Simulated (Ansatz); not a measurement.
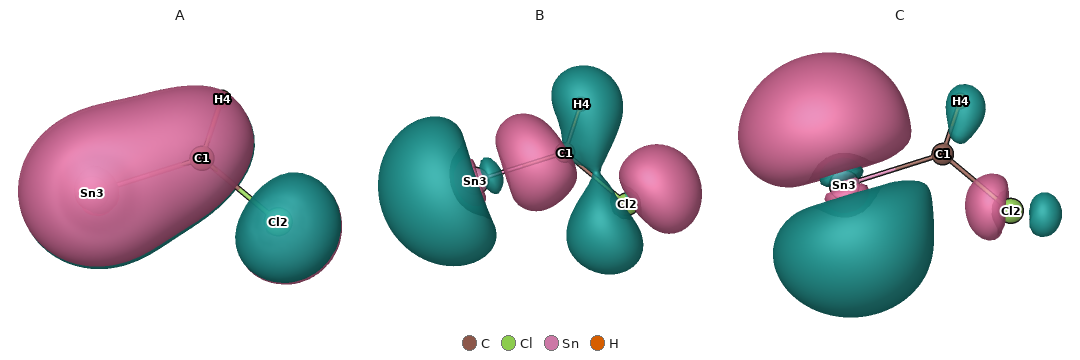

CHClSn (SMILES Cl[CH]=[Sn]). Three frontier orbitals at ±0.08 Å⁻³ᐟ² (teal and pink are the two phases), in no order.

Geometry: PBE0-D3(BJ)/def2-SVP; core potentials replace the inner electrons of Sn.

All numbers below come from isolated molecule in a Gaussian basis; Kohn-Sham density functional theory, functional PBE0 in Ansatz.

### Order the three orbitals by energy and name them.

B is the HOMO−1 (−7.28 eV). By Hirshfeld shares it lies mainly on Sn3 (about 45 %), Cl2 (about 30 %) and C1 (about 25 %); it is symmetric in the molecular plane (an in-plane orbital: σ, lone-pair or in-plane π type). A is the HOMO (−5.59 eV). Its weight (Hirshfeld) is mainly on Sn3 (about 45 %), C1 (about 35 %) and Cl2 (about 20 %); it changes sign across the molecular plane (π type); π-bonding across C1–Sn3; π-antibonding (a node) across C1–Cl2. C is the LUMO (−3.04 eV). By Hirshfeld shares it lies mainly on Sn3 (about 90 %); it is symmetric in the molecular plane (an in-plane orbital: σ, lone-pair or in-plane π type).

### What is the HOMO–LUMO gap?

2.55 eV between the orbital energies.
